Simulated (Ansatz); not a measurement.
# Sn$_{4}$SeS$_{3}$: what the fields show

```
CELL_PARAMETERS angstrom
4.17598 0.00000 0.00000
0.00000 4.17598 0.00000
0.00000 0.00000 11.80666
ATOMIC_POSITIONS crystal
Sn 0.00000 0.00000 0.00000
Sn 0.50000 0.50000 0.25526
Sn 0.00000 0.00000 0.50000
Sn 0.50000 0.50000 0.74474
Se 0.50000 0.50000 0.00000
S 0.00000 0.00000 0.25188
S 0.50000 0.50000 0.50000
S 0.00000 0.00000 0.74812
```

Space group P4/mmm; a structure generated by program, which may or may not match a known phase.

Method: DFT PBE, scalar-relativistic, plane waves, PAW in Ansatz 0.2.0.

In a PAW calculation such maps are meaningful between the atoms, not at the nuclei.

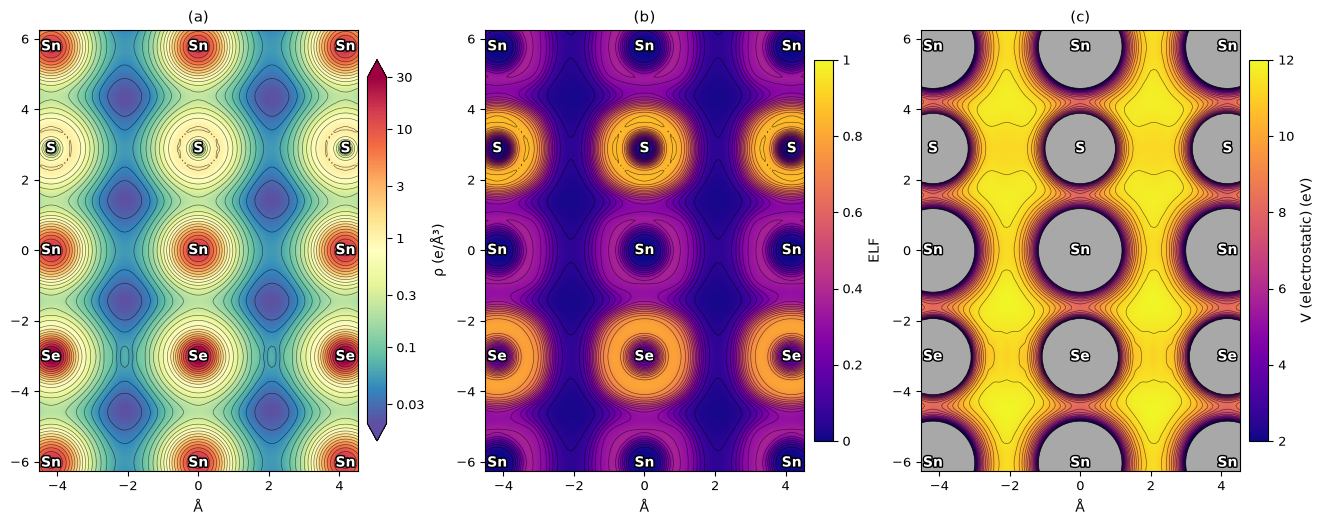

Figure 1. (a) valence pseudo-density; (b) electron localisation function; (c) electrostatic potential (local pseudopotential plus Hartree) felt by an electron on the (100) plane of the conventional cell. Grey discs cover the atomic cores in the potential map.

> What do the fields say about this system?

The section cuts through Sn, Se and S sites. Sn–S (2.89 Å): ρ is about 0.25 e/Å³ halfway; the ELF peaks at about 0.85 in the valence shell of S, 0.8 Å from its nucleus, and drops to about 0.30 between the two atoms. Sn–Se (3.01 Å): ρ at the midpoint is about 0.22 e/Å³; the ELF is about 0.40 at the midpoint. Between the atoms the lowest density in this plane is 0.02 e/Å³. Outside the cores the potential energy rises away from the atoms and is highest about 2.5 Å from the nearest atoms; its zero is arbitrary.

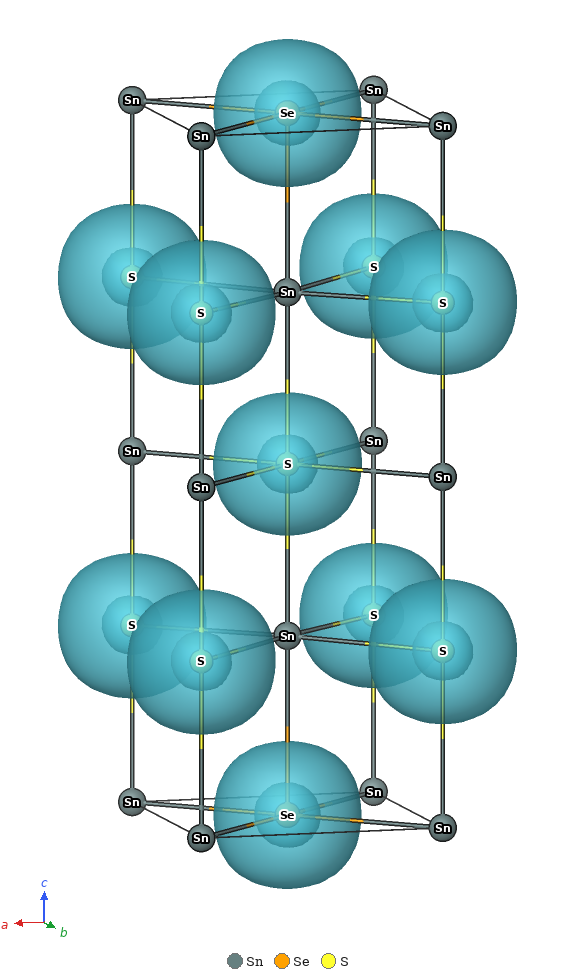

Figure 2. Isosurface of the ELF at 0.65 (cyan), seen at an oblique angle. Only the valence region is drawn (cores and ρ < 0.01 e/Å³ removed). Sticks mark near contacts.

> Identify the bonds, lone pairs and shells in this picture.

The ELF exceeds this value in three regions wrapped around S (the valence shell of each) and one region wrapped around Se (its valence shell), counted in one cell of 8 atoms. Any copies at cell faces, edges or corners count once. Profiles from the grid: Sn–Se (2.95 Å): the ELF is about 0.40 at the midpoint.
